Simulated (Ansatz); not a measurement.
# GaNP: the cost of one run

Computed with Ansatz 0.2.0, Gaussian basis. Level: cc-pVTZ, core rule «outside noble gas», up to 20 orbitals frozen.

To be run: UHF; CCSD(T) on ROHF; CCSD(T) on UHF; BCCD(T) on ROHF; CCSDT(Q) on ROHF; CCSDT(Q) on UHF.

7 further runs of the same task are left out: 4 for a known fault of the program, 3 set aside as unsound or not needed. Runs told in other sessions of the task aren't counted.

### Step 1. The system

The geometry is a PBE0/def2-TZVP stationary point (not a proven minimum) of the parent state, kept for this charge and spin. No spin-orbit coupling is included. The filled d shell of Ga may be among the frozen orbitals whatever the setting's name suggests.

3 atoms, charge 0, spin multiplicity 2.

Atoms are counted from 1 here; the program's logs count them from 0.

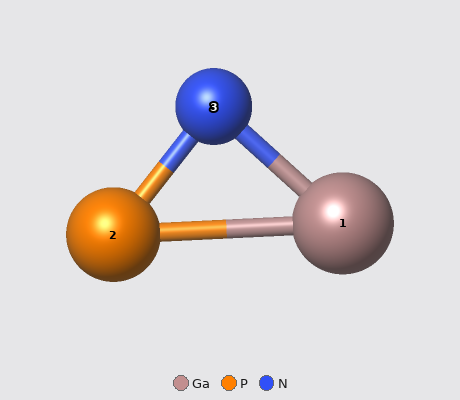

The structure; gallium pink, phosphorus orange, nitrogen blue; atoms are numbered from 1 in the order of the file.

Geometry (Å):

```xyz
3
charge 0, multiplicity 2
Ga    0.0000    0.0938    0.8216
P     0.0000    0.2844   -1.5892
N     0.0000   -1.0957   -0.5756
```

### Step 2. UHF

Input file in.yaml:

```yaml
crystal:
  periodic: [false, false, false]
  atoms:
    - {symbol: Ga, position_ang: [0.000000, 0.093764, 0.821607]}
    - {symbol: P, position_ang: [0.000000, 0.284432, -1.589191]}
    - {symbol: N, position_ang: [0.000000, -1.095724, -0.575558]}
basis:
  gaussian: {orbitals: cc-pVTZ}
magnetization: {spin_polarized: true, initial_magnetization: 1}
hamiltonian: {xc: hf}
output: {orbitals: {seedname: orbitals}}
```

The run is started by

```sh
> ansatz run in.yaml --threads 1 --pin off --events-out ev --progress --plain --max-ram 4096MiB --backend cpu
```

Q: Estimate wall time and peak memory on 1 thread of AMD EPYC 7R13, shared host.

About 20 s, with a peak of 0.25 GiB.
